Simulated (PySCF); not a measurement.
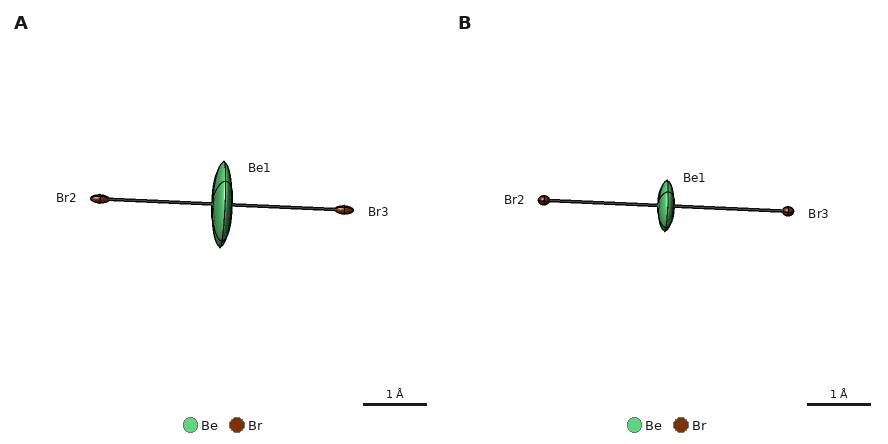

Displacement ellipsoids at the 50 % level, scaled by 2, from the internal vibrations of the free molecule (harmonic, no overall translation or rotation; no half-axis is drawn under 0.075 Å). Vibrations computed with RKS-based PBE0, Be def2-TZVP, Br def2-TZVP; non-relativistic; density fitting (PySCF 2.14.0). One panel is for 298 K, the other for 900 K.

### Which panel is for 900 K?

A.

### How much does the mean-square displacement of Be1 grow, and why?

U_eq goes from 0.0123 to 0.0338 Å², a factor of 2.7. Modes below kT (626 cm⁻¹ at 900 K) grow about in proportion to T, and the lowest lies at 213 cm⁻¹; the mean-square amplitude of a mode is its zero-point value times coth(ħω/2kT), which comes close to 1 only above about 3kT.
